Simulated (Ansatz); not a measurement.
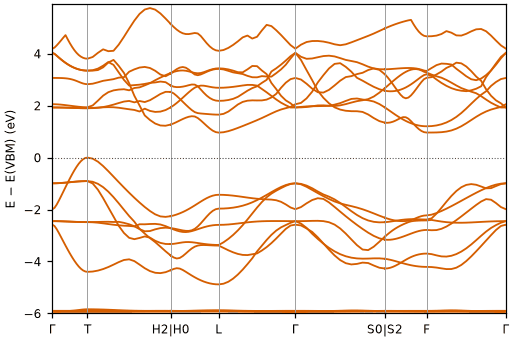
Figure: Band structure from the program Ansatz at the r²SCAN level (PAW)

The gap is 0.90 eV; an edge lies off the plotted path or next to a special point (maximum at T, minimum off the standard path).

The material is LuTlTe₂ in space group R-3m (No. 166; Lu on 3b, Tl on 3a, Te on 6c).

The workflow started from a Materials Project entry (that database holds measured and hypothetical structures alike); the Crystallography Open Database copy checked does not list it. Its standing as an ambient phase is unchecked. The r²SCAN relaxation kept the symmetry of its start; its stability against distortions is not shown here. Spin–orbit coupling is left out wherever it is not named.

Potentials: the later of the program's two PAW sets.
